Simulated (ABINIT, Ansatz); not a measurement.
# CsPbCl3 (Pm-3m): changed settings of a GW run in ABINIT

Aim: change inputs of a GW run on CsPbCl3 (Pm-3m) and see what moves.

Main program and level: ABINIT 10.8.3; PBEsol and many-body steps on it, plane waves.

## (1) The starting structure

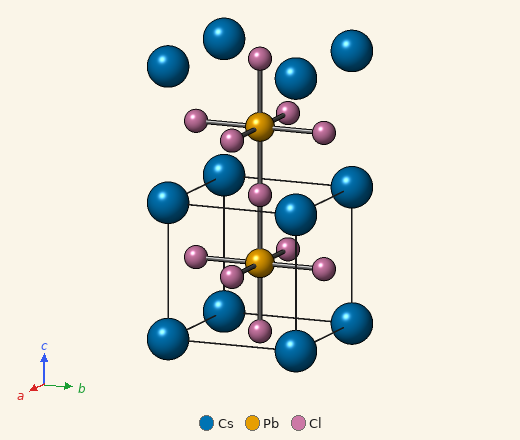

The starting structure, seen slightly off an axis (caesium blue, lead orange, chlorine pink). 1×1×2 cells are drawn. Some periodic images of atoms are drawn too.

The cell and positions come from the Crystallography Open Database and are kept as given unless a step says otherwise. Spin-orbit coupling is left out unless a step names it.

## (2) Screening, 2×2×2 mesh, 138 bands, screening to 114.3 eV

This step: ABINIT 10.8.3; RPA screening on PBEsol, plane waves, norm-conserving pseudopotentials.

The RPA dielectric matrix is built and inverted for each q.

Input file run.abi:

```
acell 3*1.0 Angstrom
rprim 
  5.605000000000 0.000000000000 0.000000000000
  0.000000000000 5.605000000000 0.000000000000
  0.000000000000 0.000000000000 5.605000000000
ntypat 3
znucl 55 82 17
natom 5
typat 1 2 3 3 3
xred 
  0.000000000000 0.000000000000 0.000000000000
  0.500000000000 0.500000000000 0.500000000000
  0.500000000000 0.500000000000 0.000000000000
  0.000000000000 0.500000000000 0.500000000000
  0.500000000000 0.000000000000 0.500000000000
pp_dirpath "pseudos"
pseudos "Cs.upf, Pb.upf, Cl.upf"
ecut 25
ngkpt 2 2 2
nshiftk 1
shiftk 0 0 0
kptopt 1
chksymbreak 0
istwfk *1
occopt 1
irdwfk 1
optdriver 3
nband 138
ecuteps 4.2
inclvkb 2
awtr 1
symchi 1
indata_prefix "in"
outdata_prefix "out"
tmpdata_prefix "tmp"
```

Command:

```console
$ OMP_NUM_THREADS=1 mpirun -n 4 abinit run.abi > log
```

The program printed:

```text
.Version 10.8.3 of ABINIT. v10.8.2 released Aug 2026.

 Symmetries : space group Pm -3 m (#221); Bravais cP (primitive cubic)
[... echo of the input left out ...]
== DATASET  1 ==================================================================
-   mpi_nproc: 4, omp_nthreads: 1 (-1 if OMP is not activated)

--- !DatasetInfo
iteration_state: {dtset: 1, }
dimensions: {natom: 5, nkpt: 4, mband: 138, nsppol: 1, nspinor: 1, nspden: 1, mpw: 7123, }
cutoff_energies: {ecut:  25.0, pawecutdg:  -1.0, }
electrons: {nelect:   4.40000000E+01, charge:   0.00000000E+00, occopt:   1.00000000E+00, tsmear:   1.00000000E-02, }

 SCREENING: Calculation of the susceptibility and dielectric matrices

 Based on a program developped by R.W. Godby, V. Olevano, G. Onida, and L. Reining.
 Incorporated in ABINIT by V. Olevano, G.-M. Rignanese, and M. Torrent.
.Using double precision arithmetic ; gwpc =  8

[... cell and pseudopotentials left out ...]
--------------------------------------------------------------------------------

 ==== K-mesh for the wavefunctions ====
 Number of points in the irreducible wedge :     4
[... list of points left out ...]
 Together with 48 symmetry operations and time-reversal symmetry
 yields     8 points in the full Brillouin Zone.

 ==== Q-mesh for the screening function ====
 Number of points in the irreducible wedge :     4
[... list of points left out ...]
 Together with 48 symmetry operations and time-reversal symmetry
 yields     8 points in the full Brillouin Zone.

 setmesh: FFT mesh size selected  =    36x   36x   36
          total number of points  =        46656

 vcoul_init : cutoff-mode = AUXILIARY_FUNCTION
 q-points for optical limit:   1
     1)      0.000010    0.000020    0.000030

- screening: taking advantage of time-reversal symmetry
- Maximum band index for partially occupied states nbvw = 22
- Remaining bands to be divided among processors   nbcw = 116
- Number of bands treated by each node ~29

 Number of electrons calculated from density =   44.0000; Expected =   44.0000
 average of density, n =  0.037028
 r_s =    1.8612
 omega_plasma =   18.5618 [eV]

 calculating chi0 at frequencies [eV] :
  1    0.000000E+00    0.000000E+00
  2    0.000000E+00    1.856181E+01

--------------------------------------------------------------------------------
  q-point number  1        q = ( 0.000000, 0.000000, 0.000000) [r.l.u.]
--------------------------------------------------------------------------------
[... chi0 elements left out ...]
 For q-point:  0.000010 0.000020 0.000030
  dielectric constant =   7.9609
  dielectric constant without local fields =   9.1656

  Average fulfillment of the sum rule on Im[epsilon] for q-point    1 :     64.67  [%]
[... wings left out ...]
  q-point number  2        q = ( 0.500000, 0.000000, 0.000000) [r.l.u.]
--------------------------------------------------------------------------------
[... chi0 elements left out ...]
  Average fulfillment of the sum rule on Im[epsilon] for q-point    2 :     73.53  [%]

 [... 2 further q-points ...]
```

It took 32 s on 4 MPI ranks of Arm Neoverse V2, shared host; peak memory 1.3 GiB.

This step gave:

| Item | Value |
| --- | --- |
| ε∞ with local fields, on this mesh, along the program's q direction | 7.961 |
| the same without local fields | 9.166 |
| plasma frequency | 18.56 eV |
| plane waves in the screening matrix | 461 |

Local fields lower ε∞ by 13 %. On a Γ-centred mesh this coarse the value itself is usually too large, while a short band sum pulls it down.

## (3) Base

The self-energy is evaluated for the states that the input lists, and the levels follow from it, in one-shot runs by the linearised quasiparticle equation.

This step: G0W0 on PBEsol, plane waves, norm-conserving pseudopotentials.

run.abi, as its differences from that of step 2:

```diff
@@ -26,8 +26,17 @@
 irdwfk 1
-optdriver 3
+optdriver 4
 nband 138
+gwcalctyp 0
+ecutsigx 25
+symsigma 1
+nkptgw 2
+kptgw 
+  0.5000000000 0.5000000000 0.5000000000
+  0.0000000000 0.0000000000 0.0000000000
+bdgw 
+  19 25
+  20 25
 ecuteps 4.2
-inclvkb 2
-awtr 1
-symchi 1
+irdscr 1
+ppmodel 1
 indata_prefix "in"
```

The program printed:

```text
.Version 10.8.3 of ABINIT. v10.8.2 released Aug 2026.

 Symmetries : space group Pm -3 m (#221); Bravais cP (primitive cubic)
[... echo of the input left out ...]
== DATASET  1 ==================================================================
-   mpi_nproc: 4, omp_nthreads: 1 (-1 if OMP is not activated)

--- !DatasetInfo
iteration_state: {dtset: 1, }
dimensions: {natom: 5, nkpt: 4, mband: 138, nsppol: 1, nspinor: 1, nspden: 1, mpw: 7123, }
cutoff_energies: {ecut:  25.0, pawecutdg:  -1.0, }
electrons: {nelect:   4.40000000E+01, charge:   0.00000000E+00, occopt:   1.00000000E+00, tsmear:   1.00000000E-02, }

 SIGMA: Calculation of the GW corrections

 Based on a program developped by R.W. Godby, V. Olevano, G. Onida, and L. Reining.
 Incorporated in ABINIT by V. Olevano, G.-M. Rignanese, and M. Torrent.
.Using double precision arithmetic ; gwpc =  8

[... cell and pseudopotentials left out ...]
--------------------------------------------------------------------------------

 ==== K-mesh for the wavefunctions ====
 Number of points in the irreducible wedge :     4
[... list of points left out ...]
 Together with 48 symmetry operations and time-reversal symmetry
 yields     8 points in the full Brillouin Zone.

 ==== Q-mesh for screening function ====
 Number of points in the irreducible wedge :     4
[... list of points left out ...]
 Together with 48 symmetry operations and time-reversal symmetry
 yields     8 points in the full Brillouin Zone.

 vcoul_init : cutoff-mode = AUXILIARY_FUNCTION
 q-points for optical limit:   1
     1)      0.000010    0.000020    0.000030
 setmesh: FFT mesh size selected  =    48x   48x   48
          total number of points  =       110592

 Number of electrons calculated from density =   44.0000; Expected =   44.0000
 average of density, n =  0.037028
 r_s =    1.8612
 omega_plasma =   18.5618 [eV]

 === KS Band Gaps ===
  >>>> For spin  1
   Minimum direct gap =   1.8021 [eV], located at k-point      :   0.5000  0.5000  0.5000
   Fundamental gap    =   1.8021 [eV], Top of valence bands at :   0.5000  0.5000  0.5000
                                       Bottom of conduction at :   0.5000  0.5000  0.5000
 SIGMA fundamental parameters:
 PLASMON POLE MODEL  1
 number of plane-waves for SigmaX                 7123
 number of plane-waves for SigmaC and W            461
 number of plane-waves for wavefunctions          7123
 number of bands                                   138
 number of independent spin polarizations            1
 number of spinorial components                      1
 number of k-points in IBZ                           4
 number of q-points in IBZ                           4
 number of symmetry operations                      48
 number of k-points in BZ                            8
 number of q-points in BZ                            8
 number of frequencies for dSigma/dE                 9
 frequency step for dSigma/dE [eV]                0.25
 number of omega for Sigma on real axis              0
 max omega for Sigma on real axis  [eV]           0.00
 zcut for avoiding poles [eV]                     0.10

 EPSILON^-1 parameters (SCR file):
 dimension of the eps^-1 matrix on file            461
 dimension of the eps^-1 matrix used               461
 number of plane-waves for wavefunctions          7123
 number of bands                                   138
 number of q-points in IBZ                           4
 number of frequencies                               2
 number of real frequencies                          1
 number of imag frequencies                          1

 matrix elements of self-energy operator (all in [eV])

 Perturbative Calculation

--- !SelfEnergy_ee
iteration_state: {dtset: 1, }
kpoint     : [   0.500,    0.500,    0.500, ]
spin       : 1
KS_gap     :    1.802
QP_gap     :    3.085
Delta_QP_KS:    1.283
data: !SigmaeeData |
     Band     E0 <VxcDFT>   SigX SigC(E0)      Z dSigC/dE  Sig(E)    E-E0       E
       19  -0.224 -14.108 -18.448   3.181   0.769  -0.300 -14.999  -0.891  -1.116
       20  -0.224 -14.108 -18.448   3.181   0.769  -0.300 -14.999  -0.891  -1.116
       21  -0.224 -14.108 -18.448   3.181   0.769  -0.300 -14.999  -0.891  -1.116
       22   1.960 -15.273 -17.816   1.843   0.790  -0.266 -15.826  -0.553   1.407
       23   3.762 -10.070  -6.524  -2.654   0.818  -0.223  -9.340   0.730   4.492
       24   3.762 -10.070  -6.524  -2.654   0.818  -0.223  -9.340   0.730   4.492
[...]
--- !SelfEnergy_ee
iteration_state: {dtset: 1, }
kpoint     : [   0.000,    0.000,    0.000, ]
spin       : 1
KS_gap     :    5.730
QP_gap     :    7.102
Delta_QP_KS:    1.372
data: !SigmaeeData |
     Band     E0 <VxcDFT>   SigX SigC(E0)      Z dSigC/dE  Sig(E)    E-E0       E
[...]
23   5.181  -6.534  -2.709  -3.240   0.840  -0.191  -6.043   0.491   5.672
       24   6.178  -6.728  -2.853  -3.118   0.840  -0.190  -6.092   0.636   6.813
       25   6.178  -6.728  -2.853  -3.118   0.840  -0.190  -6.092   0.636   6.813

== END DATASET(S) ==============================================================
================================================================================

 -outvars: echo values of variables after computation  --------
           etotal      0.0000000000E+00
            nband         138
             nkpt           4
          spgroup         221
 [... the other variables as echoed above ...]

 Calculation completed.
```

Elapsed: 19 s, on 4 MPI ranks; peak memory 1.2 GiB; 77 s of CPU time.

Numbers from this step:

```yaml
g0w0_gap_on_the_points_computed: 3.085 eV
starting_gap_on_the_mesh: 1.802 eV
k_of_the_valence_top: 0.5, 0.5, 0.5
k_of_the_conduction_bottom: 0.5, 0.5, 0.5
z_at_the_valence_top: 0.79
z_at_the_conduction_bottom: 0.818
least_direct_g0w0_gap_on_the_computed_points: 3.085 eV
```

The gap on the mesh goes from 1.80 eV to 3.08 eV, a correction of +1.28 eV.

## (4) Exchange cutoff of one hartree

run.abi, as its differences from that of step 3:

```diff
@@ -29,3 +29,3 @@
 gwcalctyp 0
-ecutsigx 25
+ecutsigx 1
 symsigma 1
```

The program printed:

```text
.Version 10.8.3 of ABINIT. v10.8.2 released Aug 2026.

 Symmetries : space group Pm -3 m (#221); Bravais cP (primitive cubic)
[... echo of the input left out ...]
== DATASET  1 ==================================================================
-   mpi_nproc: 4, omp_nthreads: 1 (-1 if OMP is not activated)

--- !DatasetInfo
iteration_state: {dtset: 1, }
dimensions: {natom: 5, nkpt: 4, mband: 138, nsppol: 1, nspinor: 1, nspden: 1, mpw: 7123, }
cutoff_energies: {ecut:  25.0, pawecutdg:  -1.0, }
electrons: {nelect:   4.40000000E+01, charge:   0.00000000E+00, occopt:   1.00000000E+00, tsmear:   1.00000000E-02, }

 SIGMA: Calculation of the GW corrections

 Based on a program developped by R.W. Godby, V. Olevano, G. Onida, and L. Reining.
 Incorporated in ABINIT by V. Olevano, G.-M. Rignanese, and M. Torrent.
.Using double precision arithmetic ; gwpc =  8

[... cell and pseudopotentials left out ...]
--------------------------------------------------------------------------------

 ==== K-mesh for the wavefunctions ====
 Number of points in the irreducible wedge :     4
[... list of points left out ...]
 Together with 48 symmetry operations and time-reversal symmetry
 yields     8 points in the full Brillouin Zone.

 ==== Q-mesh for screening function ====
 Number of points in the irreducible wedge :     4
[... list of points left out ...]
 Together with 48 symmetry operations and time-reversal symmetry
 yields     8 points in the full Brillouin Zone.

 vcoul_init : cutoff-mode = AUXILIARY_FUNCTION
 q-points for optical limit:   1
     1)      0.000010    0.000020    0.000030
 setmesh: FFT mesh size selected  =    30x   30x   30
          total number of points  =        27000

 Number of electrons calculated from density =   44.0000; Expected =   44.0000
[...]
number of omega for Sigma on real axis              0
 max omega for Sigma on real axis  [eV]           0.00
 zcut for avoiding poles [eV]                     0.10

 EPSILON^-1 parameters (SCR file):
 dimension of the eps^-1 matrix on file            461
 dimension of the eps^-1 matrix used                57
 number of plane-waves for wavefunctions          7123
 number of bands                                   138
 number of q-points in IBZ                           4
 number of frequencies                               2
 number of real frequencies                          1
 number of imag frequencies                          1

 matrix elements of self-energy operator (all in [eV])

 Perturbative Calculation

--- !SelfEnergy_ee
iteration_state: {dtset: 1, }
kpoint     : [   0.500,    0.500,    0.500, ]
spin       : 1
KS_gap     :    1.802
QP_gap     :    0.397
Delta_QP_KS:   -1.405
data: !SigmaeeData |
     Band     E0 <VxcDFT>   SigX SigC(E0)      Z dSigC/dE  Sig(E)    E-E0       E
       19  -0.224 -14.108 -14.692   3.106   0.800  -0.249 -12.089   2.018   1.794
       20  -0.224 -14.108 -14.692   3.106   0.800  -0.249 -12.089   2.018   1.794
       21  -0.224 -14.108 -14.692   3.106   0.800  -0.249 -12.089   2.018   1.794
[...]
--- !SelfEnergy_ee
iteration_state: {dtset: 1, }
kpoint     : [   0.000,    0.000,    0.000, ]
spin       : 1
KS_gap     :    5.730
QP_gap     :    5.000
Delta_QP_KS:   -0.731
data: !SigmaeeData |
     Band     E0 <VxcDFT>   SigX SigC(E0)      Z dSigC/dE  Sig(E)    E-E0       E
[...]
24   6.178  -6.728  -2.080  -3.198   0.843  -0.187  -5.506   1.222   7.399
       25   6.178  -6.728  -2.080  -3.198   0.843  -0.187  -5.506   1.222   7.399

== END DATASET(S) ==============================================================
================================================================================

 -outvars: echo values of variables after computation  --------
           etotal      0.0000000000E+00
            nband         138
             nkpt           4
          spgroup         221
 [... the other variables as echoed above ...]

 Calculation completed.
```

It took 3.9 s on 4 MPI ranks; peak memory 0.58 GiB; 15 s of CPU time.

The run ended normally, though the input holds a fault or crude settings.

The fault put into this input: exchange cutoff of one hartree. It printed a gap of 0.40 eV, an artefact of the input.

## (5) Side by side

Times are wall times on 4 MPI ranks of Arm Neoverse V2, shared host, good to a factor of about two. A run's time includes the screening step that it read.

```csv
run,mesh,bands,screening cutoff (eV),DFT gap (eV),gap on the mesh (eV),direct (eV),ε∞ used,time
base,2×2×2,138,114.3,1.802,3.085,3.085,7.96,51 s
```

## (6) What came out

```yaml
base: 3.085 eV
known_limits: not at the basis limit; exchange with frozen shells missing; no spin-orbit coupling; coarse k mesh
```

In words: Bands and cutoff are finite, so the gap is not at the basis limit. The miss can reach some tenths of an eV and take either sign; the mesh is an error of its own. In the G0W0 run levels were corrected at 2 k points alone, so a gap called «on the mesh» is the least over those, and an edge elsewhere would be missed. The 2×2×2 mesh is coarse for this cell, which bears on the long-range parts of exchange and screening. Where an edge is built on 6p states of lead, bismuth or thallium, scalar-relativistic gaps usually stand too wide, by a few tenths to over one eV. This is the ideal cubic cell; many perovskites, halides above all, are cubic only on average, and local tilts or off-centring can widen the gap. The norm-conserving file of at least one element keeps a d shell over frozen s and p shells of the same row. Exchange with those shells is missing from the self-energy, an error of 0.3 to 0.9 eV in cases checked, whose sign depends on which edge lies on those atoms. The many-body steps are scalar-relativistic: spin-orbit coupling is not in them.

[Paths, hosts, dates, memory and timing lines, banners, echoed tables and standing remarks are left out of the program output.]

[Logs are printed without paths, hosts, clocks, repeated set-up lines and the standing remarks that a program may print on its own settings, such as how far it seeks lower states.]

[Runs of the session that timed out or met a known fault of the program may be left out.]

[Hosts, paths, dates, database ids (printed as entryN), source tags and the programs' standing remarks are cut or masked in the printed files.]

[G0W0 gaps are taken among the corrected bands and points alone; a level outside them can change the order at an edge.]

[Where Ansatz stands beside ABINIT at settings called matched, ABINIT's density can come from a denser mesh and the files from another edition; pairs whose starting gaps differed by over 0.03 eV were left out, so agreement reads better than it is.]
